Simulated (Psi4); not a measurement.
# H2O2 (hydrogen peroxide): PBE/6-31G(d) (spherical functions, sweep point 3)

Aim: the energy change on altering one bond length of H2O2 (hydrogen peroxide) at PBE/6-31G* (spherical functions, sweep point 3), from 2 runs. 

The results are computed with Psi4 1.11.

### Step 1. The molecule

The species is H2O2 (4 atoms), meant as a singlet with charge 0. SMILES: `OO`. The shape is that of a PBE0-D4/def2-TZVP optimisation.

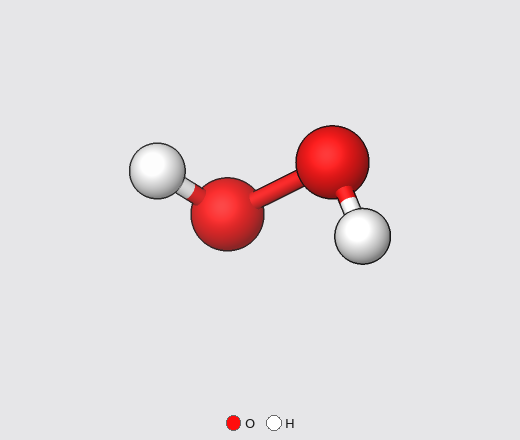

Viewed from a chosen angle; oxygen red, hydrogen white.

### Step 2. The energy at PBE/6-31G(d) (spherical functions, sweep point 3)

Input file h2o2.in:

```
memory 1600 mb

molecule {
  O     -0.91991868    -1.09811985     0.05782562
  O      0.09127377     1.37647651     0.39098434
  H      0.35224495    -2.11082408     0.88325799
  H      0.47639996     1.83265640    -1.33206795
  units bohr
  symmetry c1
}

set {
  puream               true
  scf_type             pk
  dft_radial_points    99
  dft_spherical_points 590
}

energy_value, wavefunction = energy('pbe/6-31G*', return_wfn=True)
print_variables()
```

The run is started by

```
$ psi4 -i h2o2.in -o h2o2.out -n 1
```

h2o2.out:

```text
[...]
  Running in c1 symmetry.
[...]
  Nuclear repulsion =   37.283118750301384
[...]
  Multiplicity = 1
[...]
  Nalpha       = 9
  Nbeta        = 9
[...]
    Number of basis functions: 32
[...]
   @RKS iter   1:  -151.26574527390969   -2.02977e-01   1.64486e-02 DIIS/ADIIS
[...]
   @RKS iter   7:  -151.37430875304719   -1.09825e-08   4.86709e-07 DIIS
[...]
    Orbital Energies [Eh]
    ---------------------
    Doubly Occupied:
       1A    -18.807681     2A    -18.807629     3A     -1.027802
       4A     -0.806485     5A     -0.483355     6A     -0.421962
       7A     -0.355392     8A     -0.246860     9A     -0.204680
[...]
  @RKS Final Energy:  -151.37430875304719
   => Energetics <=
    Nuclear Repulsion Energy =             37.2831187503013837
    One-Electron Energy =                -282.3418212739950377
    Two-Electron Energy =                 111.4051376527734902
    DFT Exchange-Correlation Energy =     -17.7207438821270316
    Empirical Dispersion Energy =           0.0000000000000000
    VV10 Nonlocal Energy =                  0.0000000000000000
    Total Energy =                       -151.3743087530471882
[...]
 Multipole Moments:
 ------------------------------------------------------------------------------------
     Multipole            Electronic (a.u.)      Nuclear  (a.u.)        Total (a.u.)
 ------------------------------------------------------------------------------------
 L = 1.  Multiply by 2.5417464519 to convert [e a0] to [Debye]
 Dipole X            :         -0.1565302            0.7731780            0.6166478
 Dipole Y            :          0.0525743           -0.2596362           -0.2070619
 Dipole Z            :          0.0847880           -0.4187680           -0.3339800
 Magnitude           :                                                    0.7312125
[...]
```

It took 2.8 s on 1 thread of Intel Xeon 6975P-C (Granite Rapids), shared host; peak memory 0.42 GiB.

### Step 3. The distorted shape

Input file calc.inp:

```
memory 1.6 GB

molecule geom {
  O     -1.11249311    -1.32622302     0.91940278
  O     -0.10130066     1.14837334     1.25256150
  H      0.15967052    -2.33892725     1.74483515
  H      0.47639996     1.83265640    -1.33206795
  units au
  symmetry c1
}

set globals {
  basis 6-31G*
  puream true
  scf_type pk
  dft_radial_points 99
  dft_spherical_points 590
}

energy("pbe")
```

The run is started by

```
$ psi4 -i calc.inp -o calc.out -n 1
```

calc.out:

```text
[...]
  Running in c1 symmetry.
[...]
  Nuclear repulsion =   35.435323826270832
[...]
  Multiplicity = 1
[...]
  Nalpha       = 9
  Nbeta        = 9
[...]
    Number of basis functions: 32
[...]
   @RKS iter   1:  -151.15794069520791   -2.73523e-01   1.76796e-02 ADIIS/DIIS
[...]
   @RKS iter  10:  -151.30934907547555   -4.46579e-09   6.69794e-08 DIIS
[...]
    Orbital Energies [Eh]
    ---------------------
    Doubly Occupied:
       1A    -18.841290     2A    -18.817637     3A     -1.015715
       4A     -0.767593     5A     -0.459301     6A     -0.401802
       7A     -0.357267     8A     -0.245107     9A     -0.205787
[...]
  @RKS Final Energy:  -151.30934907547555
   => Energetics <=
    Nuclear Repulsion Energy =             35.4353238262708317
    One-Electron Energy =                -278.7222951077508810
    Two-Electron Energy =                 109.5431717363215398
    DFT Exchange-Correlation Energy =     -17.5655495303170319
    Empirical Dispersion Energy =           0.0000000000000000
    VV10 Nonlocal Energy =                  0.0000000000000000
    Total Energy =                       -151.3093490754755521
[...]
 Multipole Moments:
 ------------------------------------------------------------------------------------
     Multipole            Electronic (a.u.)      Nuclear  (a.u.)        Total (a.u.)
 ------------------------------------------------------------------------------------
 L = 1.  Multiply by 2.5417464519 to convert [e a0] to [Debye]
 Dipole X            :         -0.2990664            0.8630200            0.5639537
 Dipole Y            :         -0.1641675           -0.1532188           -0.3173863
 Dipole Z            :          0.5778007           -0.8207209           -0.2429202
 Magnitude           :                                                    0.6912221
[...]
```

Run time: 3.6 s. Hardware: 1 thread of Intel Xeon 6975P-C (Granite Rapids), shared host; peak memory 0.42 GiB.

### Step 4. Results

Level: PBE/6-31G* (spherical functions, sweep point 3).

| quantity | value |
| --- | --- |
| first shape: total energy | -151.37431 Eh |
| first shape: dipole moment | 1.86 D |
| first shape: HOMO energy | -5.57 eV |
| first shape: LUMO energy | 0.05 eV |
| first shape: HOMO–LUMO gap | 5.62 eV |
| distorted shape: total energy | -151.30935 Eh |
| distorted shape: dipole moment | 1.76 D |
| distorted shape: HOMO energy | -5.60 eV |
| distorted shape: LUMO energy | -2.61 eV |
| distorted shape: HOMO–LUMO gap | 2.99 eV |
| energy change with the O2–H4 bond stretched from 0.965 to 1.447 Å | 1.768 eV |

**Reading.** One bond (distorted shape) is far stretched, which a spin-restricted single reference describes badly; a broken-symmetry solution may lie lower. With the O2–H4 bond stretched from 0.965 to 1.447 Å the energy rises by 1.77 eV (171 kJ/mol). The first shape isn't relaxed at this level, so the change isn't measured from a minimum. A restricted reference can't describe the breaking bond well at this length.
